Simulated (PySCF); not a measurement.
# C3H9FSi2: a tour of settings, part 1 of 2

Which settings matter for C3H9FSi2 (`FC1C[SiH2][SiH2]C1`)?

Computed with PySCF 2.14.0, with density-fitted response routines of our own, on a single molecule, in the gas phase or a continuum. Atoms are numbered from 0 throughout.

## Step 1: The starting structure

15 atoms, charge 0, multiplicity 1; geometry from: GFN2-xTB.

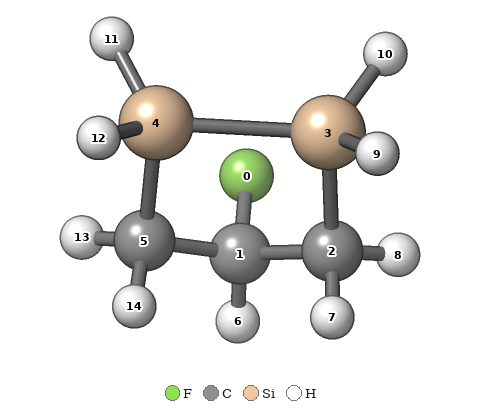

The starting geometry (fluorine green, carbon grey, silicon light orange, hydrogen white), atoms numbered.

## Step 2: Nuclear shieldings: PBE0/pcSseg-1

Job settings and geometry (Å):

```
{"job": {"kind": "nmr", "xc": "PBE0", "basis": "pcSseg-1"}, "charge": 0, "multiplicity": 1}
F     -0.013811    -1.502279     1.335956
C      0.001152    -1.289277    -0.040940
C     -1.261999    -0.525256    -0.414959
Si    -1.163221     1.231312     0.355318
Si     1.153850     1.231926     0.382317
C      1.270681    -0.523291    -0.387895
H      0.006690    -2.297641    -0.482080
H     -1.320332    -0.475685    -1.502167
H     -2.129957    -1.087646    -0.072099
H     -1.873756     2.162116    -0.532307
H     -1.866041     1.239192     1.641019
H      1.825075     1.237743     1.685082
H      1.884804     2.164141    -0.486625
H      2.132070    -1.085520    -0.028920
H      1.350380    -0.471847    -1.473614
```

Level: GIAO PBE0/pcSseg-1 NMR shielding, non-relativistic, gas phase.

Started as:

```console
$ OMP_NUM_THREADS=1 python probes_run.py task.json out
```

The driver reads the jobs from task.json and runs them one after another.

The log of the run:

```text
coarse grid: 13176 points
cycle   1  E = -797.9381555390  dE =  4.407e-01  |g| = 5.379e-01  |ddm| = 3.377e+00
cycle   2  E = -797.9075205352  dE =  3.064e-02  |g| = 7.044e-01  |ddm| = 9.282e-01
cycle   3  E = -797.9948313032  dE = -8.731e-02  |g| = 5.747e-02  |ddm| = 5.509e-01
cycle   4  E = -797.9951906563  dE = -3.594e-04  |g| = 3.047e-02  |ddm| = 5.529e-02
cycle   5  E = -797.9953877018  dE = -1.970e-04  |g| = 4.972e-03  |ddm| = 2.989e-02
cycle   6  E = -797.9953936150  dE = -5.913e-06  |g| = 1.347e-03  |ddm| = 7.050e-03
final grid: 117432 points
cycle   7  E = -798.0365955799  dE = -2.807e-05  |g| = 7.947e-03  |ddm| = 2.575e-02
cycle   8  E = -798.0365815812  dE =  1.400e-05  |g| = 1.124e-02  |ddm| = 1.644e-02
cycle   9  E = -798.0366107084  dE = -2.913e-05  |g| = 8.705e-04  |ddm| = 9.565e-03
cycle  10  E = -798.0366108123  dE = -1.039e-07  |g| = 2.837e-04  |ddm| = 9.072e-04
cycle  11  E = -798.0366108255  dE = -1.317e-08  |g| = 4.035e-05  |ddm| = 2.693e-04
cycle  12  E = -798.0366108259  dE = -4.011e-10  |g| = 1.075e-05  |ddm| = 5.783e-05
converged SCF energy = -798.0366108259

GIAO shielding tensors (ppm)
atom      isotropic    diamagn.    paramagn.     s11        s22        s33       span
  0 F      360.157     476.846    -116.689    334.627    369.852    375.993     41.367
  1 C       89.704     244.044    -154.341     58.884     76.744    133.483     74.599
  2 C      164.486     253.710     -89.223    148.657    152.308    192.494     43.837
  3 Si     423.411     879.626    -456.215    395.390    408.053    466.790     71.400
  4 Si     423.429     879.627    -456.199    395.481    408.079    466.726     71.245
  5 C      164.483     253.727     -89.243    148.657    152.331    192.462     43.805
  6 H       25.909      30.008      -4.099     23.519     24.043     30.165      6.646
  7 H       31.054      31.642      -0.587     26.463     28.104     38.596     12.134
  8 H       29.774      30.424      -0.650     25.048     27.386     36.887     11.839
  9 H       27.852      28.589      -0.737     24.453     25.083     34.021      9.568
 10 H       27.767      28.691      -0.923     24.026     25.209     34.067     10.041
 11 H       27.764      28.687      -0.923     24.024     25.206     34.062     10.038
 12 H       27.855      28.591      -0.736     24.456     25.084     34.025      9.569
 13 H       29.775      30.426      -0.651     25.046     27.387     36.891     11.845
 14 H       31.060      31.650      -0.590     26.474     28.108     38.597     12.123
```

It took 38 s on 1 thread of Arm Neoverse N1, shared host; peak memory 0.74 GiB.

The references, computed at this level on geometries of the same kind, shield at (ppm): 1H TMS 31.72, 13C TMS 186.9, 29Si TMS 349.2, 19F CFCl3 170.9. Their shielding less the atom's gives the shift. The references are single molecules in the gas phase, so shifts against H2O, NH3, PH3, H3PO4 or CFCl3 are not on the usual liquid scales and can be off by tens of ppm. Atoms listed in one row are averaged.

```csv
atoms,environment,σ (ppm),δ (ppm),δ scaled to CDCl3
C1,sp3 CH bonded to F,89.7,97.2,93.0
"C2, C5",sp3 CH2 bonded to Si,164.5,22.4,20.0
H6,hydrogen on an sp3 CH bonded to F,25.91,5.81,5.58
"H10, H11","hydrogen on a silicon bonded to C, Si, in a 5-membered ring",27.77,3.95,–
"H9, H12","hydrogen on a silicon bonded to C, Si, in a 5-membered ring",27.85,3.86,–
"H8, H13",hydrogen on an sp3 CH2 bonded to Si,29.77,1.94,1.94
"H7, H14",hydrogen on an sp3 CH2 bonded to Si,31.06,0.66,0.73
F0,fluorine on an sp3 carbon,360.2,-189.2,–
"Si3, Si4","silicon bonded to C, Si, 2 H, in a 5-membered ring",423.4,-74.3,–
```

The scaled column applies a straight-line fit of computed shieldings to shifts measured in CDCl3, and one for carbons that bear F (root-mean-square error 0.16 ppm for H, 1.9 ppm for C).

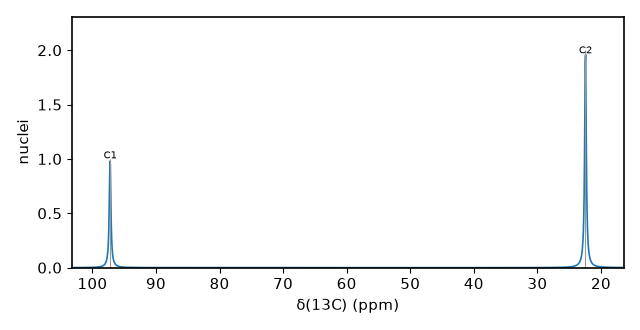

13C lines at the computed shifts, without couplings. Lines are broadened to a width of 0.30 ppm (Lorentzian).

Charges from the same density, by scheme (e):

```csv
atoms,Mulliken,IAO,Hirshfeld,ESP fit
F0,-0.34,-0.34,-0.11,-0.26
C1,0.11,0.19,0.06,0.29
"C2, C5",-0.48,-0.54,-0.17,-0.30
"Si3, Si4",0.34,0.43,0.24,0.21
```

ESP fit charges:

F0 -0.26; C1 0.29; C2 -0.31; Si3 0.21; Si4 0.21; C5 -0.29; H6 0.02; H7 0.10; H8 0.11; H9 -0.08; H10 -0.06; H11 -0.06; H12 -0.08; H13 0.10; H14 0.09

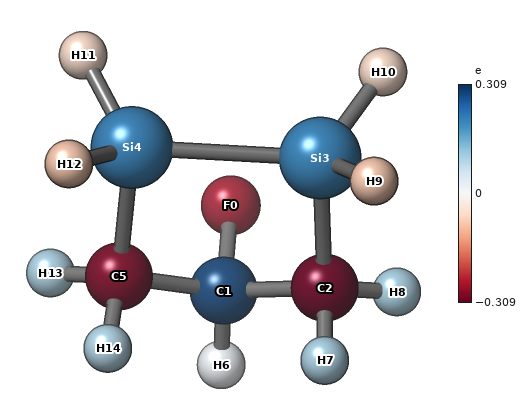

ESP fit charges, as colours on the atoms.

Mayer bond orders: F0–C1 0.86, C1–C2 1.02, C2–Si3 0.87, Si3–Si4 0.92, Si4–C5 0.87, C5–C1 1.02.

Ring of atoms C1, C2, Si3, Si4, C5: NICS(0) -3.7, NICS(1) -4.0, NICS(1)zz -3.1 ppm (means of both faces).

The fields below are evaluated on a grid from the run's orbitals.

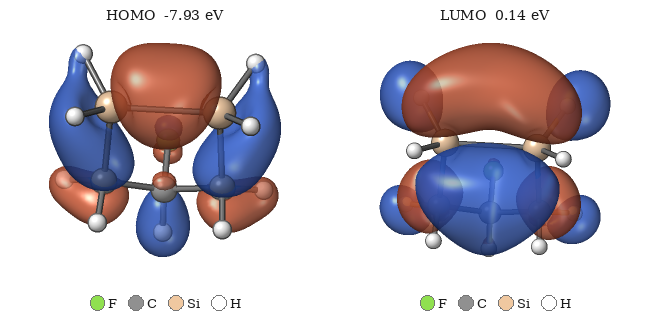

Frontier orbitals at PBE0/pcSseg-1; each surface holds 70 % of the orbital's density, blue and red mark the sign.

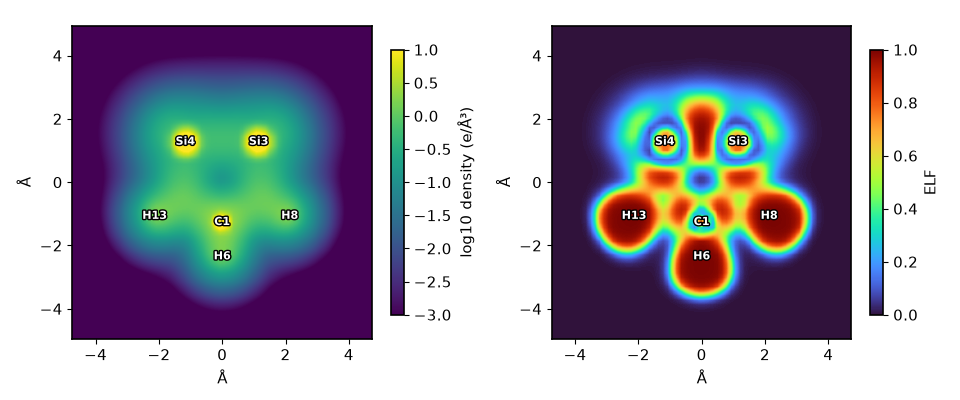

Density (left) and ELF (right) in a plane through or near 6 of the atoms.

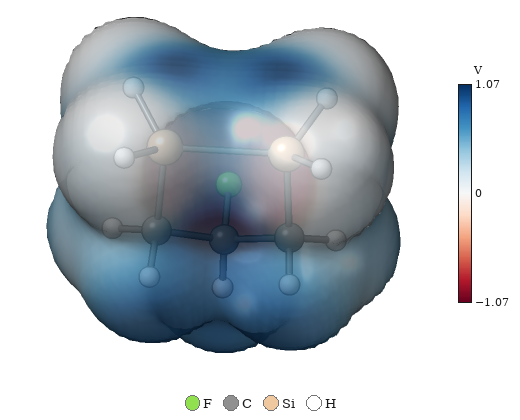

Electrostatic potential on the surface of density 0.002 e/bohr³; red is low, blue high. It runs, from the 1st to the 99th percentile, from -1.07 V near F0 to 0.98 V near H14.

## Step 3: Excited states and response: PBE0/def2-SVPD

Same as in step 2 but for these lines:

```diff
@@ -1,2 +1,2 @@
-{"job": {"kind": "nmr", "xc": "PBE0", "basis": "pcSseg-1"}, "charge": 0, "multiplicity": 1}
+{"job": {"kind": "uv", "xc": "PBE0", "basis": "def2-SVPD", "nstates": 6, "ntriplets": 2}, "charge": 0, "multiplicity": 1}
 F     -0.013811    -1.502279     1.335956
```

With the program's defaults for keys left out, this is: TDDFT PBE0/def2-SVPD, vertical, gas phase, core orbitals frozen in the response.

The log of the run:

```text
coarse grid: 13176 points
cycle   1  E = -797.5988354486  dE =  3.992e-01  |g| = 4.992e-01  |ddm| = 4.729e+00
cycle   2  E = -797.5678246459  dE =  3.101e-02  |g| = 6.596e-01  |ddm| = 1.202e+00
cycle   3  E = -797.6513176370  dE = -8.349e-02  |g| = 6.103e-02  |ddm| = 6.164e-01
cycle   4  E = -797.6517776529  dE = -4.600e-04  |g| = 3.062e-02  |ddm| = 8.443e-02
cycle   5  E = -797.6519852579  dE = -2.076e-04  |g| = 5.172e-03  |ddm| = 4.138e-02
cycle   6  E = -797.6519921236  dE = -6.866e-06  |g| = 1.673e-03  |ddm| = 1.072e-02
final grid: 117432 points
cycle   7  E = -797.7541109451  dE = -2.638e-05  |g| = 8.325e-03  |ddm| = 9.416e-02
cycle   8  E = -797.7540937685  dE =  1.718e-05  |g| = 1.201e-02  |ddm| = 2.344e-02
cycle   9  E = -797.7541281638  dE = -3.440e-05  |g| = 8.052e-04  |ddm| = 1.371e-02
cycle  10  E = -797.7541282762  dE = -1.124e-07  |g| = 2.349e-04  |ddm| = 9.680e-04
cycle  11  E = -797.7541282867  dE = -1.056e-08  |g| = 3.714e-05  |ddm| = 3.666e-04
cycle  12  E = -797.7541282872  dE = -5.150e-10  |g| = 8.770e-06  |ddm| = 1.055e-04
converged SCF energy = -797.7541282872

Static polarisability (au): isotropic 89.790, principal 77.242 94.389 97.740

Singlet excitations
state   eV       nm        f      main configurations
  1   6.6829    185.5   0.01154   H->L+1 0.96
  2   6.7883    182.6   0.07980   H->L 0.93
  3   7.4294    166.9   0.18147   H->L+2 0.93
  4   7.4365    166.7   0.03281   H->L+3 0.93
  5   7.7117    160.8   0.02758   H-1->L 0.83
  6   7.7540    159.9   0.00072   H-2->L+1 0.83, H-3->L 0.13

Triplet excitations (Tamm-Dancoff, eV): 5.9152 6.0014
```

Wall time 53 s (1 thread of Arm Neoverse N1, shared host); peak memory 0.84 GiB.

Frontier orbitals and where they lie:

```csv
orbital,eV,atoms
HOMO−3,-9.27,"Si3 19 %, Si4 18 %, H12 13 %"
HOMO−2,-9.02,"C5 21 %, C2 21 %, Si4 14 %"
HOMO−1,-8.87,"C1 18 %, Si3 15 %, Si4 15 %"
HOMO,-7.89,"Si3 27 %, Si4 27 %, C2 12 %"
LUMO,0.00,"Si4 22 %, Si3 22 %, C5 10 %"
LUMO+1,0.13,"Si3 28 %, Si4 28 %, H10 6 %"
LUMO+2,0.45,"Si3 25 %, Si4 25 %, H9 9 %"
```

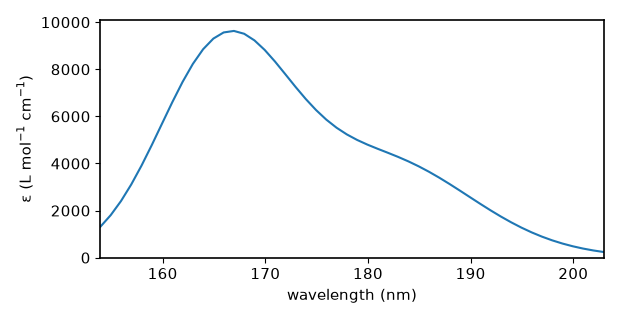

Absorption spectrum: each of the 6 states is a Gaussian band of 0.4 eV half-width at 1/e. Beyond the last state computed it falls off for lack of states.

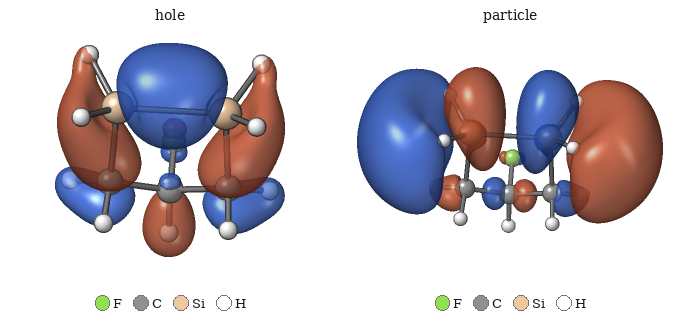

Leading natural transition orbitals of singlet state 3: the electron leaves the hole (left) for the particle orbital (right).

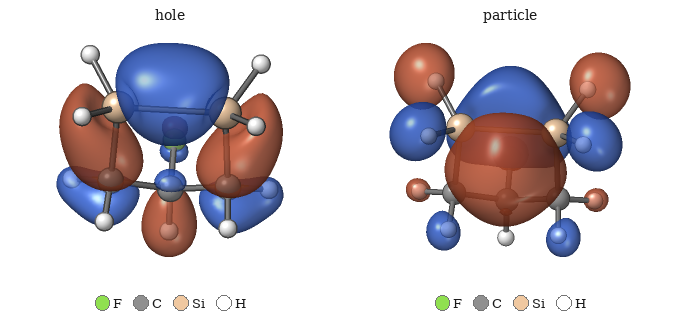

Leading natural transition orbitals of singlet state 1: the electron leaves the hole (left) for the particle orbital (right).

Further results of this job:

```csv
property,computed
dipole moment (D),1.89
polarisability (Å³),13.31
HOMO–LUMO gap (eV),7.89
−ε(HOMO) (eV),7.89
```

## Step 4: Shielding tensors: PBE0/aug-cc-pVDZ

Same as in step 3 but for these lines:

```diff
@@ -1,2 +1,2 @@
-{"job": {"kind": "uv", "xc": "PBE0", "basis": "def2-SVPD", "nstates": 6, "ntriplets": 2}, "charge": 0, "multiplicity": 1}
+{"job": {"kind": "nmr", "xc": "PBE0", "basis": "aug-cc-pVDZ", "pop": true, "grid": 3}, "charge": 0, "multiplicity": 1}
 F     -0.013811    -1.502279     1.335956
```

Level: GIAO PBE0/aug-cc-pVDZ NMR shielding, non-relativistic, gas phase.

The log of the run:

```text
coarse grid: 13176 points
cycle   1  E = -798.0329889836  dE =  4.812e-01  |g| = 5.101e-01  |ddm| = 9.048e+00
cycle   2  E = -797.9985565722  dE =  3.443e-02  |g| = 6.812e-01  |ddm| = 1.999e+00
cycle   3  E = -798.0875594851  dE = -8.900e-02  |g| = 6.243e-02  |ddm| = 1.045e+00
cycle   4  E = -798.0880610586  dE = -5.016e-04  |g| = 3.025e-02  |ddm| = 1.484e-01
cycle   5  E = -798.0882645891  dE = -2.035e-04  |g| = 5.492e-03  |ddm| = 6.671e-02
cycle   6  E = -798.0882724246  dE = -7.836e-06  |g| = 1.761e-03  |ddm| = 1.464e-02
final grid: 183248 points
cycle   7  E = -798.1033660197  dE = -2.701e-05  |g| = 9.002e-03  |ddm| = 2.134e-01
cycle   8  E = -798.1033452272  dE =  2.079e-05  |g| = 1.310e-02  |ddm| = 4.680e-02
cycle   9  E = -798.1033862347  dE = -4.101e-05  |g| = 8.894e-04  |ddm| = 2.435e-02
cycle  10  E = -798.1033863724  dE = -1.377e-07  |g| = 2.831e-04  |ddm| = 1.780e-03
cycle  11  E = -798.1033863872  dE = -1.487e-08  |g| = 4.089e-05  |ddm| = 5.269e-04
cycle  12  E = -798.1033863879  dE = -6.164e-10  |g| = 9.780e-06  |ddm| = 1.646e-04
converged SCF energy = -798.1033863879

GIAO shielding tensors (ppm)
atom      isotropic    diamagn.    paramagn.     s11        s22        s33       span
  0 F      368.827     476.686    -107.859    344.859    371.250    390.372     45.513
  1 C      102.883     200.273     -97.390     72.866     90.821    144.961     72.095
  2 C      175.138     221.506     -46.368    159.984    164.698    200.732     40.749
  3 Si     481.057     894.015    -412.958    452.352    465.457    525.363     73.010
  4 Si     481.066     894.004    -412.938    452.412    465.488    525.298     72.886
  5 C      175.133     221.463     -46.330    159.977    164.723    200.700     40.723
  6 H       25.948      30.550      -4.602     23.655     24.365     29.825      6.170
  7 H       30.940      31.148      -0.208     26.409     28.145     38.266     11.857
  8 H       29.881      30.128      -0.247     25.332     27.761     36.550     11.217
  9 H       27.772      28.290      -0.517     24.472     24.936     33.908      9.436
 10 H       27.771      27.380       0.391     24.214     25.110     33.988      9.774
 11 H       27.767      27.371       0.396     24.212     25.107     33.982      9.770
 12 H       27.775      28.288      -0.513     24.476     24.936     33.913      9.437
 13 H       29.882      30.126      -0.244     25.329     27.761     36.554     11.225
 14 H       30.945      31.132      -0.187     26.420     28.148     38.267     11.847
```

Wall time 67 s (1 thread of Arm Neoverse N1, shared host); peak memory 0.92 GiB.

Key values: δ C1 94.5, C2 22.3, F0 -180.8, Si3 -66.5, H6 5.91, H10 4.09 ppm (means over like atoms).

## Step 5: NMR shieldings: PBE0/6-31G in water

Same as in step 4 but for these lines:

```diff
@@ -1,2 +1,2 @@
-{"job": {"kind": "nmr", "xc": "PBE0", "basis": "aug-cc-pVDZ", "pop": true, "grid": 3}, "charge": 0, "multiplicity": 1}
+{"job": {"kind": "nmr", "xc": "PBE0", "basis": "6-31G", "solvent": "water", "pop": true, "grid": 4}, "charge": 0, "multiplicity": 1}
 F     -0.013811    -1.502279     1.335956
```

Method: GIAO PBE0/6-31G NMR shielding, non-relativistic, IEF-PCM water.

The log of the run:

```text
coarse grid: 13176 points
cycle   1  E = -797.9351860720  dE =  5.386e-01  |g| = 5.306e-01  |ddm| = 3.370e+00
cycle   2  E = -797.9068587102  dE =  2.833e-02  |g| = 6.805e-01  |ddm| = 1.084e+00
cycle   3  E = -797.9931406749  dE = -8.628e-02  |g| = 4.431e-02  |ddm| = 6.177e-01
cycle   4  E = -797.9934443386  dE = -3.037e-04  |g| = 2.411e-02  |ddm| = 6.298e-02
cycle   5  E = -797.9935830448  dE = -1.387e-04  |g| = 1.504e-03  |ddm| = 2.634e-02
cycle   6  E = -797.9935838166  dE = -7.717e-07  |g| = 4.580e-04  |ddm| = 3.525e-03
final grid: 313872 points
cycle   7  E = -797.9426617530  dE = -1.440e-05  |g| = 7.264e-03  |ddm| = 2.160e-02
cycle   8  E = -797.9426518470  dE =  9.906e-06  |g| = 1.003e-02  |ddm| = 1.732e-02
cycle   9  E = -797.9426745360  dE = -2.269e-05  |g| = 6.147e-04  |ddm| = 9.821e-03
cycle  10  E = -797.9426746075  dE = -7.146e-08  |g| = 9.224e-05  |ddm| = 7.065e-04
cycle  11  E = -797.9426746092  dE = -1.714e-09  |g| = 2.829e-05  |ddm| = 1.335e-04
cycle  12  E = -797.9426746094  dE = -2.351e-10  |g| = 6.038e-06  |ddm| = 3.716e-05
converged SCF energy = -797.9426746094

GIAO shielding tensors (ppm)
atom      isotropic    diamagn.    paramagn.     s11        s22        s33       span
  0 F      373.787     474.679    -100.891    356.862    379.686    384.814     27.952
  1 C      109.909     239.119    -129.210     79.056    100.313    150.358     71.302
  2 C      179.294     249.658     -70.363    162.079    168.095    207.708     45.629
  3 Si     491.517     880.785    -389.268    454.555    480.135    539.861     85.306
  4 Si     491.526     880.785    -389.259    454.619    480.167    539.791     85.172
  5 C      179.294     249.672     -70.378    162.051    168.143    207.688     45.637
  6 H       26.914      29.525      -2.611     24.292     24.452     31.998      7.706
  7 H       31.897      30.441       1.456     26.573     28.796     40.322     13.749
  8 H       31.006      30.402       0.604     25.280     28.595     39.143     13.863
  9 H       29.692      29.421       0.271     25.972     26.805     36.298     10.326
 10 H       29.709      29.624       0.085     25.748     27.049     36.329     10.581
 11 H       29.706      29.620       0.086     25.746     27.047     36.325     10.579
 12 H       29.696      29.424       0.272     25.977     26.807     36.303     10.325
 13 H       31.007      30.403       0.603     25.279     28.595     39.146     13.867
 14 H       31.902      30.444       1.457     26.584     28.799     40.321     13.737
```

Run time: 29 s. Hardware: 1 thread of Arm Neoverse N1, shared host; peak memory 0.58 GiB.

This run: σ C1 109.9, C2 179.3, F0 373.8, Si3 491.5, H6 26.91, H9 29.69 ppm (means over like atoms).

(Continued in part 2 of 2.)
